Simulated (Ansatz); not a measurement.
# AlH5NSi2 (charge +1): rotation by 180° about the Si1–Al2 bond, part 2 of 2

Wanted: the energy profile along the rotation by 180° about the Si1–Al2 bond, from relaxed end points and a band of images. SMILES of the start: [SiH3][Al]1[NH][SiH+]1.

Ansatz 0.2.0; RKS B3LYP-D4/6-31G*. The steps go on from the part before.

### 5 Images and barrier

The 7 inner images lie between the fixed ends 0 and 8. Energy is taken from image 0, and the path length is the program's own coordinate along the band.

| image | path (Å) | energy (eV) | dihedral H5–Si1–Al2–Si4 (°) | band force (eV/Å) |
| --- | --- | --- | --- | --- |
| 0 | 0.000 | 0.0000 | -120 | - |
| 1 | 0.649 | -0.0005 | -97 | 0.005 |
| 2 | 1.297 | -0.0013 | -74 | 0.006 |
| 3 | 1.946 | -0.0015 | -53 | 0.006 |
| 4 | 2.594 | -0.0008 | -31 | 0.003 |
| 5* | 3.243 | 0.0002 | -6 | 0.033 |
| 6 | 3.891 | -0.0001 | 16 | 0.029 |
| 7 | 4.542 | -0.0010 | 37 | 0.014 |
| 8 | 5.193 | -0.0015 | 60 | - |

The star marks the climbing image.

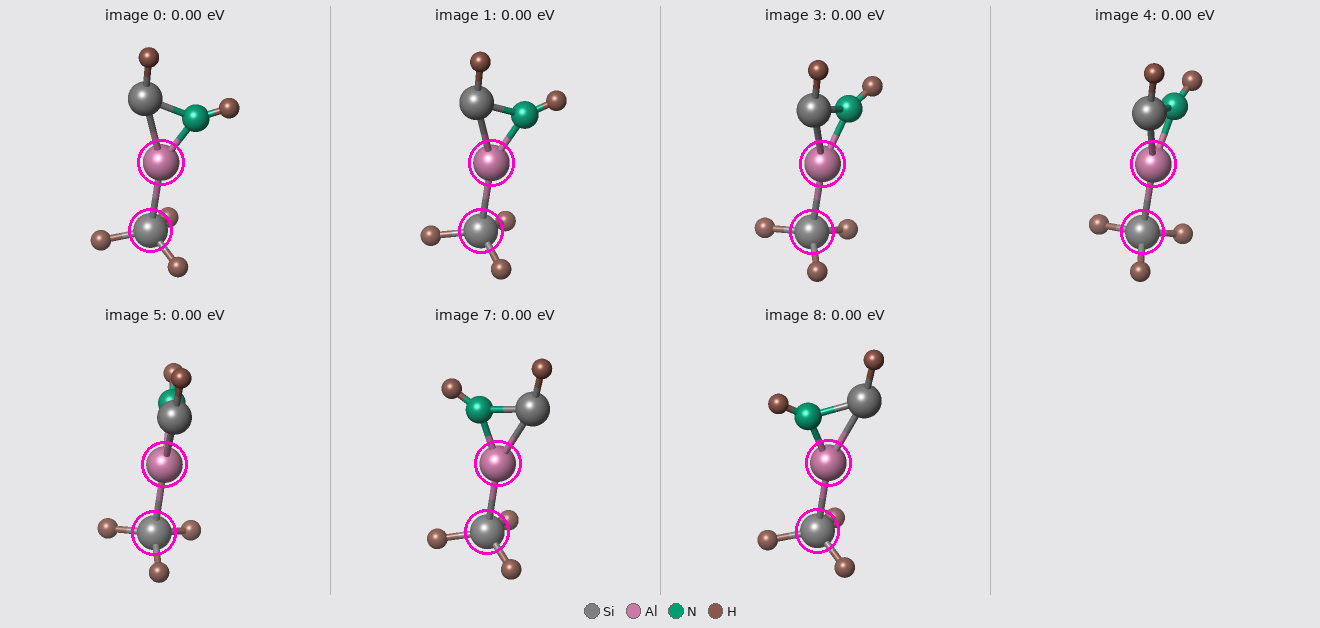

Snapshots along the band, viewed from a free direction. Ringed: Si1, Al2. Sticks join atoms closer than a bonding distance in each image.

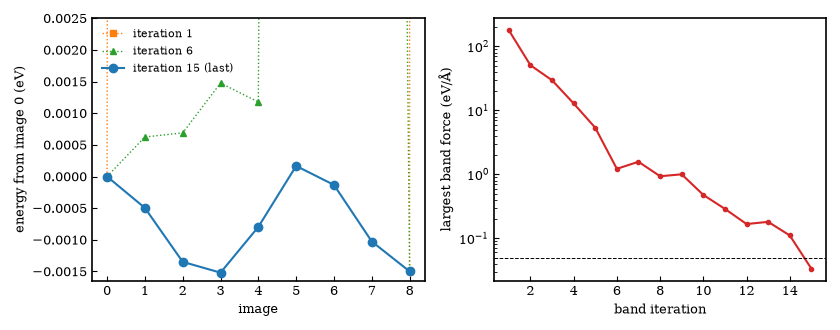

Left: energy of each image for early iterations and the last one (lines only join the points; early values far above the last band run off the scale). Right: the largest band force by iteration, with the threshold dashed.

How the highest energy settled:

| iteration | highest image above image 0 (eV) | largest band force (eV/Å) |
| --- | --- | --- |
| 1 | 50.6304 | 179.544 |
| 3 | 6.9772 | 29.587 |
| 5 | 1.2786 | 5.349 |
| 7 | 0.2047 | 1.572 |
| 9 | 0.0583 | 1.000 |
| 11 | 0.0133 | 0.288 |
| 13 | 0.0018 | 0.181 |
| 15 | 0.0002 | 0.033 |

The band as a trajectory file:

```xyz
9
image=0 dE=0.0000
Si   -0.645    1.498   -1.647
Al   -0.005   -0.020    0.183
N     0.749   -1.551    0.854
Si    0.279   -0.945    2.380
H    -1.540    0.706   -2.521
H    -1.325    2.646   -1.010
H     0.624    1.872   -2.312
H     1.230   -2.392    0.533
H     0.633   -1.814    3.540
9
image=1 dE=-0.0005
Si   -0.662    1.486   -1.651
Al   -0.017   -0.034    0.175
N     0.882   -1.468    0.879
Si    0.116   -1.047    2.347
H    -1.738    0.783   -2.386
H    -1.125    2.732   -1.001
H     0.561    1.673   -2.463
H     1.533   -2.199    0.592
H     0.450   -1.926    3.507
9
image=2 dE=-0.0013
Si   -0.679    1.469   -1.660
Al   -0.029   -0.052    0.163
N     0.999   -1.362    0.930
Si   -0.026   -1.177    2.284
H    -1.900    0.878   -2.252
H    -0.924    2.781   -1.022
H     0.468    1.484   -2.596
H     1.800   -1.954    0.711
H     0.291   -2.066    3.440
9
image=3 dE=-0.0015
Si   -0.693    1.448   -1.672
Al   -0.045   -0.074    0.150
N     1.085   -1.240    1.001
Si   -0.132   -1.326    2.197
H    -2.028    0.993   -2.120
H    -0.717    2.801   -1.071
H     0.350    1.295   -2.710
H     2.003   -1.669    0.878
H     0.177   -2.228    3.345
9
image=4 dE=-0.0008
Si   -0.703    1.427   -1.686
Al   -0.055   -0.095    0.137
N     1.138   -1.109    1.090
Si   -0.195   -1.485    2.090
H    -2.120    1.123   -1.984
H    -0.506    2.792   -1.149
H     0.207    1.113   -2.810
H     2.125   -1.367    1.082
H     0.110   -2.400    3.228
9
image=5 dE=0.0002
Si   -0.696    1.387   -1.720
Al   -0.058   -0.124    0.116
N     1.119   -0.824    1.338
Si   -0.178   -1.836    1.790
H    -2.039    0.948   -2.158
H    -0.693    2.746   -1.132
H     0.339    1.211   -2.764
H     2.086   -0.707    1.641
H     0.119   -2.800    2.890
9
image=6 dE=-0.0001
Si   -0.669    1.359   -1.756
Al   -0.033   -0.159    0.076
N     0.891   -0.604    1.597
Si    0.107   -2.116    1.460
H    -1.869    0.760   -2.378
H    -0.936    2.665   -1.113
H     0.499    1.394   -2.665
H     1.561   -0.196    2.250
H     0.449   -3.103    2.527
9
image=7 dE=-0.0010
Si   -0.612    1.352   -1.782
Al    0.034   -0.160    0.050
N     0.506   -0.556    1.776
Si    0.589   -2.175    1.236
H    -1.602    0.607   -2.590
H    -1.181    2.552   -1.128
H     0.639    1.637   -2.520
H     0.655   -0.090    2.672
H     0.971   -3.166    2.285
9
image=8 dE=-0.0015
Si   -0.562    1.369   -1.784
Al    0.080   -0.156    0.040
N     0.179   -0.661    1.800
Si    0.984   -2.046    1.208
H    -1.459    0.586   -2.664
H    -1.244    2.508   -1.130
H     0.703    1.755   -2.448
H    -0.090   -0.330    2.727
H     1.410   -3.025    2.251
```

### 6 Vibrations at the top

The geometry is the highest inner image of the first converged band.

Contents of input.yaml:

```yaml
crystal:
  periodic: [false, false, false]
  atoms:
    - { symbol: Si, position_ang: [-0.695812, 1.386879, -1.720367] }
    - { symbol: Al, position_ang: [-0.057955, -0.123713, 0.116106] }
    - { symbol: "N", position_ang: [1.118788, -0.823663, 1.337737] }
    - { symbol: Si, position_ang: [-0.178408, -1.836315, 1.790219] }
    - { symbol: H, position_ang: [-2.038969, 0.948423, -2.157922] }
    - { symbol: H, position_ang: [-0.692641, 2.745524, -1.13246] }
    - { symbol: H, position_ang: [0.33937, 1.210692, -2.764217] }
    - { symbol: H, position_ang: [2.086153, -0.707374, 1.640898] }
    - { symbol: H, position_ang: [0.119464, -2.800453, 2.890006] }
total_charge: 1
basis:
  gaussian: { orbitals: "6-31G*" }
hamiltonian:
  xc: b3lyp
  dispersion: d4
phonons: {}
```

The run is started by

```console
ansatz run input.yaml --threads 1 --pin off --max-ram 2048MiB --backend cpu --events-out ev --progress --plain --runs-dir out
```

What it wrote, shortened:

```text
Warning: RAYON_NUM_THREADS=1 ignored (pool sized by the plan → 1); use --threads N
[...]
Functional definition: B3LYP
[...]
847 factors; integrals over basis functions are off by at most 7.2e-4 eV
[...]
mean field -23916.79312438 eV, -878.9259359363 hartree, gradient 1.8e-5 eV, S^2 0.000000; 0 other end points of the search recorded, 0 dependent functions left out
[...]
reference -23916.79340732 eV, -878.9259463342 hartree; 26, 26 occupied and 56, 56 virtual orbitals, 847 factors
[...]
847 factors; integrals over basis functions are off by at most 7.2e-4 eV
mean field -23916.79299975 eV, -878.9259313561 hartree, gradient 1.7e-6 eV, S^2 0.000000; 0 other end points of the search recorded, 0 dependent functions left out
[...]
reference -23916.79328268 eV, -878.9259417539 hartree; 26, 26 occupied and 56, 56 virtual orbitals, 847 factors
[...]
847 factors; integrals over basis functions are off by at most 7.2e-4 eV
[...]
WARN: phonons: modes at or below zero, which the zero-point energy, F, S and C_V leave out: 1, the lowest at -18.65 cm⁻¹. A minimum has none, and a first-order saddle one
[...]
Total energy: -23917.08340066 eV, -878.9366033930 hartree
Atom 0 at    -0.695812     1.386879    -1.720367 Å, force    -0.005703     0.004334     0.000446 eV/Å
Atom 1 at    -0.057955    -0.123713     0.116106 Å, force     0.009978    -0.009046    -0.008153 eV/Å
Atom 2 at     1.118788    -0.823663     1.337737 Å, force     0.015581     0.033300    -0.029787 eV/Å
Atom 3 at    -0.178408    -1.836315     1.790219 Å, force    -0.016995    -0.018155     0.017091 eV/Å
Atom 4 at    -2.038969     0.948423    -2.157922 Å, force     0.001871     0.002134     0.001485 eV/Å
Atom 5 at    -0.692641     2.745524    -1.132460 Å, force    -0.001418     0.002657    -0.000758 eV/Å
Atom 6 at     0.339370     1.210692    -2.764217 Å, force     0.002674    -0.004630     0.007670 eV/Å
Atom 7 at     2.086153    -0.707374     1.640898 Å, force    -0.011384    -0.013057     0.011772 eV/Å
Atom 8 at     0.119464    -2.800453     2.890006 Å, force     0.005395     0.002463     0.000232 eV/Å
Dipole moment:     0.172216    -0.213433     0.296973 e Å
Vibrations: -18.65 88.79 92.13 248.21 362.05 387.73 480.55 487.27 637.37 758.04 791.69 828.95 918.25 924.64 926.65 1004.92 2223.24 2272.44 2304.12 2310.99 3522.14 cm⁻¹, zero-point energy 1.337180 eV
```

It took 2.5 min on 1 thread of Arm Neoverse V1, shared host; peak memory 0.16 GiB.

Of 21 modes, none is imaginary by more than 30 cm⁻¹.

### 7 What came out

What follows sums up all 2 parts.

| quantity | value |
| --- | --- |
| end A | 5 moves, 0.076 eV lower |
| end B | 5 moves, 0.080 eV lower |
| barrier forwards | 0.000 eV |
| barrier backwards | 0.002 eV |
| second end relative to first | -0.001 eV |
| highest image | 5 of 0 to 8, climbing |
| band iterations | 15 |
| imaginary modes at the top | none over 30 cm⁻¹ |

The barrier from the first end is 0.000 eV, 0.0 times kT at 300 K. The two ends lie within 2 meV of each other. Both sides of the top are under 10 meV high, within the band's own error, so no barrier is resolved. The listed dihedral goes from -120° at end A through -6° at the highest image to 60° at end B. The image tested for vibrations has no imaginary mode over 30 cm⁻¹, but on so flat a path that settles little. Zero-point energy and entropy are left out.
